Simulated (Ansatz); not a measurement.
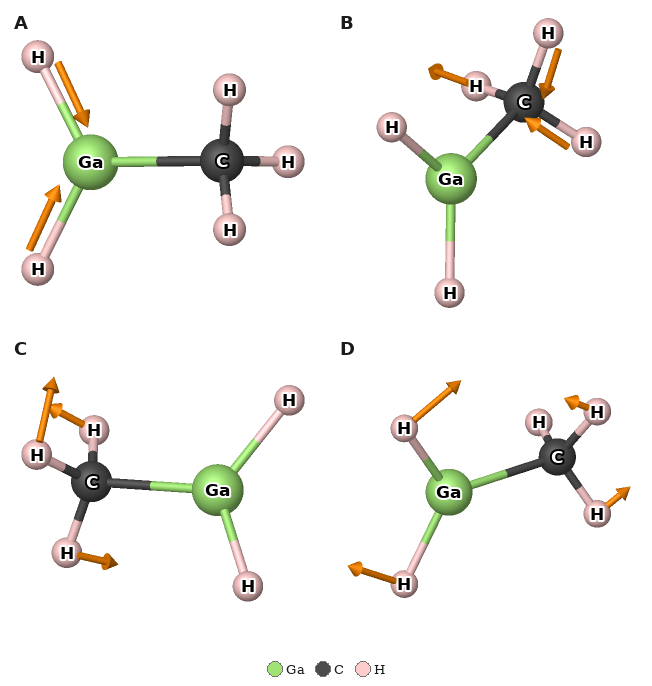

4 normal modes of one molecule or complex, as arrows. Harmonic vibrations computed with RKS PBE0-D4/def2-TZVP (Ansatz 0.2.0) at a stationary point of the same level.

Question: Match the panels to the wavenumbers 412 cm⁻¹, 1442 cm⁻¹, 1954 cm⁻¹, 3122 cm⁻¹.

Answer: A: 1954 cm⁻¹, in-phase stretching of 2 Ga–H bonds
B: 3122 cm⁻¹, out-of-phase stretching of 3 C–H bonds
C: 1442 cm⁻¹, H–C–H bending
D: 412 cm⁻¹, C–Ga–H bending
